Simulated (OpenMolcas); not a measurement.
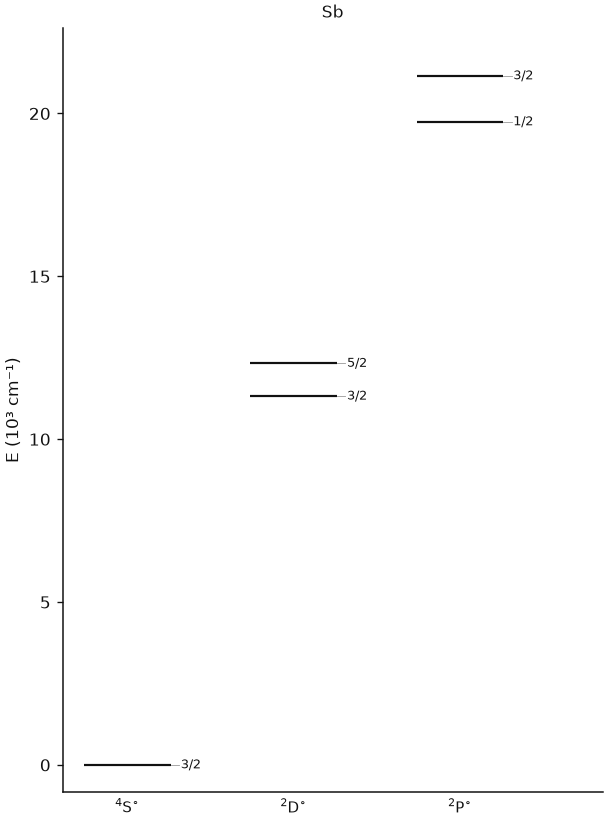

Level diagram of neutral antimony. The lowest level is 5p³ ⁴S°₃/₂. The first excited level, 5p³ ²D°₃/₂, lies at 11,300 cm⁻¹. All levels drawn have odd parity, so no electric dipole line joins them. The leading LS term holds 95 % of a level on average. The ground level has g = 1.987. Spin-orbit coupling puts the ground level 404 cm⁻¹ below the lowest spin-free term.

```tsv
Configuration	Level	E (cm⁻¹)
5p³	⁴S°₃/₂	0
5p³	²D°₃/₂	11,320
5p³	²D°₅/₂	12,330
5p³	²P°₁/₂	19,740
5p³	²P°₃/₂	21,150
```

**Sb: multiconfigurational calculation**

System: Sb.
Method: state-averaged SS-CASPT2, IPEA shift 0.3, imaginary shift 0.1 hartree, closed shells 4s 4p 4d 5s correlated, active space 3 electrons in the shell 5p, basis ANO-RCC-VDZP, DKH3 scalar Hamiltonian, spin-orbit coupling by RASSI with atomic mean-field integrals (OpenMolcas).

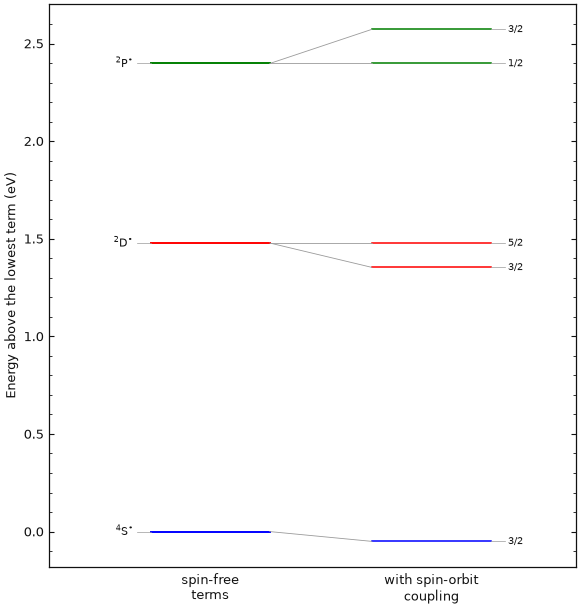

Terms of Sb I (neutral antimony) without and with spin-orbit coupling; numbers at the right are J. ⁴S° (at 0) gives the one level J = 3/2; ²D° (at 1.48 eV) splits over 0.125 eV into J = 3/2, 5/2 from the bottom up (normal); ²P° (at 2.40 eV) splits over 0.175 eV into J = 1/2, 3/2 from the bottom up (normal). The ground level lies 0.0501 eV below the lowest term.

These pictures come from the run below.

Input:
```
&GATEWAY
Coord
1

Sb 0.0 0.0 0.0
Basis=ANO-RCC-VDZP
Group=XYZ
NoMove
AngMom=0.0 0.0 0.0
AMFI
&SEWARD
Relativistic=R03O02
&RASSCF
FileOrb=start.orb
Symmetry=2
Spin=4
nActEl=3 0 0
Inactive=15 9
Ras2=0 3
CIRoot=1 1 1
SDav=1
CIMx=300
Iter=120 100
PrWF=0.3
OrbListing=Nothing
MaxOrb=0
Atom
>>> COPY $Project.JobIph JOB001
&RASSCF
FileOrb=start.orb
Symmetry=2
Spin=2
nActEl=3 0 0
Inactive=15 9
Ras2=0 3
CIRoot=8 8 1
SDav=8
CIMx=300
Iter=120 100
PrWF=0.3
OrbListing=Nothing
MaxOrb=0
Atom
>>> COPY $Project.JobIph JOB002
&RASSI
NrOfJobIphs=2 1 8
1
1 2 3 4 5 6 7 8
IphNames
JOB001
JOB002
EJob
SpinOrbit
DIPRint=1.0
SOCoupling=1000.0
Subsets=2
MEES
Property=10
'ANGMOM' 1 'ANGMOM' 2 'ANGMOM' 3 'MLTPL  1' 1 'MLTPL  1' 2 'MLTPL  1' 3
'AMFI' 1 'AMFI' 2 'AMFI' 3 'MLTPL  2' 6
SOProperty=3
'ANGMOM' 1 'ANGMOM' 2 'ANGMOM' 3
>>> COPY JOB001 $Project.JobIph
&CASPT2
Multistate=1 1
Frozen=8 6
IPEA=0.3
Imaginary=0.1
MaxIter=60
WThr=0.0 0.3 0.05
PrWF=0.5
NoMix
>>> COPY JOB002 $Project.JobIph
&CASPT2
Multistate=8 1 2 3 4 5 6 7 8
Frozen=8 6
IPEA=0.3
Imaginary=0.1
MaxIter=60
WThr=0.0 0.3 0.05
PrWF=0.5
NoMix
```

The file start.orb holds starting orbitals from an earlier step. A driver script formed the levels outside the program, from RASSI's spin-orbit matrix and the CASPT2 energies (for multi-state variants, the effective Hamiltonian), averaged over the components of each term or state. The log and the time are those of the CASPT2 step.

Run as:
```bash
OMP_NUM_THREADS=1 MOLCAS_MEM=2252 MOLCAS_PROJECT=a pymolcas a.inp > a.log  # once for each step of the input, in one work folder
```

The program's output (extracts):
```
--- CASPT2 ---
Orbital specifications:
      -----------------------

      Symmetry species                           1   2
                                                ag  au
      Frozen orbitals                            8   6
      Inactive orbitals                          7   3
      Active orbitals                            0   3
      Secondary orbitals                         6  10
      Deleted orbitals                           0   0
      Number of basis functions                 21  22
Type of calculation                        SS-CASPT2
      Fock operator                              state-specific
      IPEA shift                                 0.30
      Real shift                                 0.00
      Imaginary shift                            0.10
      The input orbitals will be transformed to quasi-canonical
Reference energy:       -6478.2349126369
      E2 (Non-variational):      -0.4335504049
      Shift correction:          -0.0002314262
      E2 (Variational):          -0.4337818311
      Total energy:           -6478.6686944680
      Residual norm:              0.0000006008
      Reference weight:           0.92318
      Contributions to the CASPT2 correlation energy
      Active & Virtual Only:         -0.0090141827
      One Inactive Excited:          -0.0672517992
      Two Inactive Excited:          -0.3572844229
::    CASPT2 Root  1     Total energy:  -6478.66869447
--- CASPT2 ---
Orbital specifications:
      -----------------------

      Symmetry species                           1   2
                                                ag  au
      Frozen orbitals                            8   6
      Inactive orbitals                          7   3
      Active orbitals                            0   3
      Secondary orbitals                         6  10
      Deleted orbitals                           0   0
      Number of basis functions                 21  22
Type of calculation                        MS-CASPT2
      Fock operator                              state-specific
      IPEA shift                                 0.30
      Real shift                                 0.00
      Imaginary shift                            0.10
      The input orbitals will be transformed to quasi-canonical
Reference energy:       -6478.1757483006
      E2 (Non-variational):      -0.4380429359
      Shift correction:          -0.0002693325
      E2 (Variational):          -0.4383122684
      Total energy:           -6478.6140605689
      Residual norm:              0.0000002616
      Reference weight:           0.91957
      Contributions to the CASPT2 correlation energy
      Active & Virtual Only:         -0.0112224736
      One Inactive Excited:          -0.0682016762
      Two Inactive Excited:          -0.3586187860
Reference energy:       -6478.1757483006
      E2 (Non-variational):      -0.4381499270
      Shift correction:          -0.0002697228
      E2 (Variational):          -0.4384196498
      Total energy:           -6478.6141679503
      Residual norm:              0.0000002608
      Reference weight:           0.91950
      Contributions to the CASPT2 correlation energy
      Active & Virtual Only:         -0.0112221071
      One Inactive Excited:          -0.0683119637
      Two Inactive Excited:          -0.3586158562
::    CASPT2 Root  1     Total energy:  -6478.61406057
::    CASPT2 Root  2     Total energy:  -6478.61416795
::    CASPT2 Root  3     Total energy:  -6478.61458633
::    CASPT2 Root  4     Total energy:  -6478.61445610
::    CASPT2 Root  5     Total energy:  -6478.61459213
::    CASPT2 Root  6     Total energy:  -6478.58054067
::    CASPT2 Root  7     Total energy:  -6478.58056114
::    CASPT2 Root  8     Total energy:  -6478.58064117
::    MS-CASPT2 Root  1     Total energy:  -6478.61514800
::    MS-CASPT2 Root  2     Total energy:  -6478.61482544
::    MS-CASPT2 Root  3     Total energy:  -6478.61444399
::    MS-CASPT2 Root  4     Total energy:  -6478.61415664
::    MS-CASPT2 Root  5     Total energy:  -6478.61329111
::    MS-CASPT2 Root  6     Total energy:  -6478.58131369
::    MS-CASPT2 Root  7     Total energy:  -6478.58034027
::    MS-CASPT2 Root  8     Total energy:  -6478.58008692
```

Key numbers:

| quantity | value |
| --- | --- |
| outcome | converged |
| lowest level | 5p³ ⁴S°₃/₂ |
| first excited level | 5p³ ²D°₃/₂, 11,320 cm⁻¹ |
| energy of the lowest spin-free term | −6478.66869 hartree |
| energy of the lowest spin-orbit level | −6478.67054 hartree |
| CASPT2 correlation energy | −0.4338 hartree |
| largest spread among components of a term | 116.7 cm⁻¹ |
| lowest reference weight | 0.915 |
| hardware | 1 thread of Arm Neoverse V1, 24 GiB of memory available, shared host |
| wall time | 1.2 s |

Notes:

The components of ²D°, which symmetry makes degenerate, are split by 117 cm⁻¹ in CASPT2. This is an artefact; the levels of such states rest on averages and are uncertain by about as much. The run is of multi-state type; this report uses its single-state energies. To bear in mind: closed s shell leaves the highest p terms too high; only configurations of the active space are included.
